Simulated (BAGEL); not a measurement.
**SF6 (sulfur hexafluoride): HF/3-21G (density fitting with cc-pvqz-jkfit)**

What is the vertical singlet–triplet gap of SF6 (sulfur hexafluoride) at HF/3-21G (density fitting with cc-pvqz-jkfit)? 

The results are computed with BAGEL 1.2.2.

5 further runs of the same task are left out: 2 that didn't finish, 3 set aside as unsound or not needed. Runs told in other sessions of the task aren't counted.

## Step 1: The molecule

The species is SF6 (7 atoms), meant as a singlet with charge 0. As SMILES, `FS(F)(F)(F)(F)F`. Geometry: relaxed at PBE0-D4/def2-TZVP.

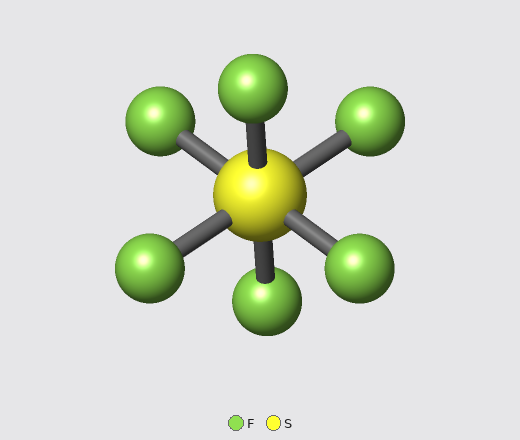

Viewed from a chosen angle; fluorine green, sulfur yellow.

## Step 2: A single-point energy at HF/3-21G (density fitting with cc-pvqz-jkfit)

File hf.json:

```json
{ "bagel": [

{
  "title": "molecule",
  "basis": "3-21g",
  "df_basis": "cc-pvqz-jkfit",
  "angstrom": true,
  "geometry": [
    { "atom": "F", "xyz": [   -0.566040,   -1.308390,    0.646140 ] },
    { "atom": "S", "xyz": [    0.000000,    0.000000,    0.000000 ] },
    { "atom": "F", "xyz": [    1.164640,    0.012530,    1.045590 ] },
    { "atom": "F", "xyz": [   -1.164600,   -0.012550,   -1.045640 ] },
    { "atom": "F", "xyz": [    0.565990,    1.308430,   -0.646120 ] },
    { "atom": "F", "xyz": [   -0.879260,    0.858880,    0.969040 ] },
    { "atom": "F", "xyz": [    0.879260,   -0.858900,   -0.969010 ] }
  ]
},
{ "title": "hf", "charge": 0 },
{ "title": "print", "file": "orbitals.molden", "orbitals": true }

]}
```

Run with:

```
$ BAGEL_NUM_THREADS=1 BAGEL hf.json > hf.out
```

What it wrote:

```text
* using 1 threads per process

  ===============================================================
  ===============================================================

  *** Geometry ***

  { "atom" : "F", "xyz" : [     -1.069661,     -2.472499,      1.221028 ] },
  { "atom" : "S", "xyz" : [      0.000000,      0.000000,      0.000000 ] },
  { "atom" : "F", "xyz" : [      2.200851,      0.023678,      1.975879 ] },
  { "atom" : "F", "xyz" : [     -2.200775,     -0.023716,     -1.975973 ] },
  { "atom" : "F", "xyz" : [      1.069566,      2.472574,     -1.220990 ] },
  { "atom" : "F", "xyz" : [     -1.661561,      1.623048,      1.831220 ] },
  { "atom" : "F", "xyz" : [      1.661561,     -1.623086,     -1.831164 ] },

  Number of auxiliary basis functions:      784

  Since a DF basis is specified, we compute 2- and 3-index integrals:
    o Being stored without compression. Storage requirement is 0.028 GB

  Number of basis functions:       67
  Number of electrons      :       70

    * METHOD: MOLECULE                             0.59

  *** RHF ***

  === Nuclear Repulsion ===
   565.5640937984

      * DIIS with orbital gradients will be used.

  === RHF iteration (3-21g) ===
      0       -988.23994481          0.03098602           0.19
      1       -988.58378332          0.01631618           0.18
      2       -988.67898106          0.00103834           0.18
      3       -988.67990710          0.00020296           0.17
      4       -988.67994881          0.00001993           0.19
      5       -988.67994929          0.00000371           0.19
      6       -988.67994930          0.00000034           0.17
      7       -988.67994930          0.00000005           0.19
      8       -988.67994930          0.00000000           0.19
    * SCF iteration converged.

    * Permanent dipole moment:
           (   -0.000011,     0.000001,    -0.000000) a.u.

    * METHOD: HF                                   1.92

    * METHOD: PRINT                                0.01

  ===============================================================
```

It took 2.7 s on 1 thread of Arm Neoverse V1, shared host; peak memory 0.15 GiB.

## Step 3: The triplet, same level

File input.json:

```json
{ "bagel" : [

{
  "title" : "molecule",
  "basis" : "3-21g",
  "df_basis" : "cc-pvqz-jkfit",
  "angstrom" : true,
  "geometry" : [
    { "atom" : "F", "xyz" : [      -0.566040,      -1.308390,       0.646140 ] },
    { "atom" : "S", "xyz" : [       0.000000,       0.000000,       0.000000 ] },
    { "atom" : "F", "xyz" : [       1.164640,       0.012530,       1.045590 ] },
    { "atom" : "F", "xyz" : [      -1.164600,      -0.012550,      -1.045640 ] },
    { "atom" : "F", "xyz" : [       0.565990,       1.308430,      -0.646120 ] },
    { "atom" : "F", "xyz" : [      -0.879260,       0.858880,       0.969040 ] },
    { "atom" : "F", "xyz" : [       0.879260,      -0.858900,      -0.969010 ] }
  ]
},

{ "title" : "uhf", "nopen" : 2 },

{ "title" : "print", "file" : "orbitals.molden", "orbitals" : true }

]}
```

Run with:

```
$ BAGEL_NUM_THREADS=1 BAGEL input.json > input.out
```

What it wrote:

```text
* using 1 threads per process

  ===============================================================
  ===============================================================

  *** Geometry ***

  { "atom" : "F", "xyz" : [     -1.069661,     -2.472499,      1.221028 ] },
  { "atom" : "S", "xyz" : [      0.000000,      0.000000,      0.000000 ] },
  { "atom" : "F", "xyz" : [      2.200851,      0.023678,      1.975879 ] },
  { "atom" : "F", "xyz" : [     -2.200775,     -0.023716,     -1.975973 ] },
  { "atom" : "F", "xyz" : [      1.069566,      2.472574,     -1.220990 ] },
  { "atom" : "F", "xyz" : [     -1.661561,      1.623048,      1.831220 ] },
  { "atom" : "F", "xyz" : [      1.661561,     -1.623086,     -1.831164 ] },

  Number of auxiliary basis functions:      784

  Since a DF basis is specified, we compute 2- and 3-index integrals:
    o Being stored without compression. Storage requirement is 0.028 GB

  Number of basis functions:       67
  Number of electrons      :       70

    * METHOD: MOLECULE                             0.62

  *** Open-shell HF ***

  === Nuclear Repulsion ===
   565.5640937984

      * DIIS with orbital gradients will be used.

  === UHF iteration (3-21g) ===
      0       -987.97292303          0.04875452           0.37
      1       -988.21239383          0.02581621           0.37
      2       -988.25866101          0.01255938           0.36
      3       -988.27289863          0.00065747           0.38
      4       -988.27322703          0.00030028           0.36
      5       -988.27332227          0.00010096           0.37
      6       -988.27334276          0.00003865           0.38
      7       -988.27334686          0.00002147           0.36
      8       -988.27334775          0.00002208           0.38
      9       -988.27334775          0.00002212           0.37
[... 86 lines of this table left out ...]
     96       -988.27334889          0.00000001           0.36
     97       -988.27334889          0.00000001           0.37
     98       -988.27334889          0.00000001           0.37
     99       -988.27334889          0.00000001           0.37
    * SCF iteration converged.

    * S^2 (UHF) is 2.0238

    * Permanent dipole moment:
           (   -0.000035,     0.000070,     0.000012) a.u.

    * METHOD: UHF                                 37.20

    * METHOD: PRINT                                0.01

  ===============================================================
```

Run time: 38 s. Hardware: 1 thread of Arm Neoverse V1, shared host; peak memory 0.15 GiB.

## Step 4: Results

At HF/3-21G (density fitting with cc-pvqz-jkfit):

| quantity | value |
| --- | --- |
| singlet: total energy | -988.67995 Eh |
| singlet: dipole moment | 0.00 D |
| singlet: HOMO energy | -18.54 eV |
| singlet: LUMO energy | 2.67 eV |
| singlet: HOMO–LUMO gap | 21.21 eV |
| triplet: total energy | -988.27335 Eh |
| triplet: dipole moment | 0.00 D |
| triplet: ⟨S²⟩ | 2.024 |
| vertical energy of the triplet above the singlet | 11.064 eV |

What this shows: At this shape the triplet lies 11.06 eV (255 kcal/mol) above the singlet.
